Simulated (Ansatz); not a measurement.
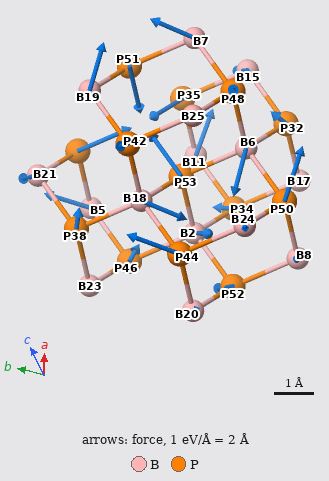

Starting geometry of a defect cell of composition B26P27 (cell charge −3) with the computed forces as blue arrows. The picture is a ball-and-stick view of the atoms within 4.2 Å of the atom that moves most (axes of the cell of the calculation), seen from a free direction.

Level of theory: DFT, PBE, plane-wave PAW, default files, scalar-relativistic in Ansatz 0.2.0. (plane-wave cutoff 420 eV; k-point mesh 3 × 3 × 3; occupations fermi dirac; smearing width 0.01 eV; no spin polarisation; atoms relaxed in a fixed cell; force threshold 0.03 eV/Å; at most 40 steps)

> What follows when this structure is relaxed?

It isn't relaxed: the largest force vector, on P atoms, is 0.82 eV/Å. The final displacements follow the starting forces only in part (cosine between the two patterns 0.81). The energy falls by 0.392 eV per cell of the calculation in 3 geometry steps. The largest force component goes from 0.77 to 0.0079 eV/Å. The largest moves, 0.10 Å, are those of P atoms. Largest moves by element: P 0.10 Å, B 0.04 Å. The cell doesn't change. Near-neighbour distances that change, for instance: B–P 1.962 → 1.948 Å, B–P 1.962 → 1.970 Å. Among the angles between lasting bonds that change: P–B–P 109.5° → 114.4°, B–P–B 109.5° → 105.9°.

Limits of the set-up: the cell is charged, on a uniform background, and energies carry no finite-size correction.
